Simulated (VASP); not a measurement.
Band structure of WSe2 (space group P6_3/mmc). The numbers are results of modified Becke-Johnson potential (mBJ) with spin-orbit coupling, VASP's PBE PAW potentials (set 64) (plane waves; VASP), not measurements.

mBJ is a potential without an energy functional, so only the levels count. Without a dispersion term in the relaxation, distances and binding between the weakly bound layers, chains or molecules are unreliable, and so is what depends on them.

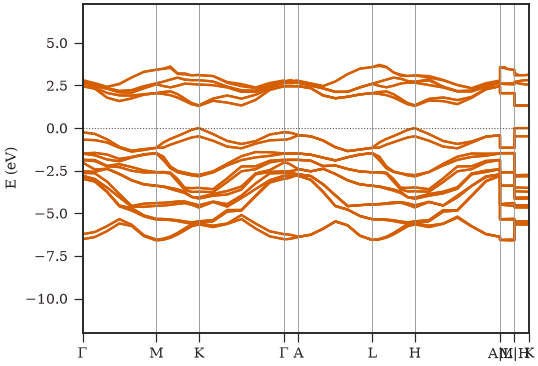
Figure. Bands along high-symmetry lines, zero at the valence-band maximum or, without a gap, the Fermi level

Problem. Read the plot: is there a gap, and where are the band edges?

Solution. The gap is direct, 1.30 eV, from the valence maximum at K to the conduction minimum at K.

The structure comes from a computed database's WSe2 entry (P6_3/mmc); how it stands against other phases isn't given here. It was relaxed first, which changed the volume by +7 %. The k-mesh is coarse (spacing up to 0.43 per Å, 2π included), so the numbers may not be converged in it. The cell's shape comes from a PBE relaxation.
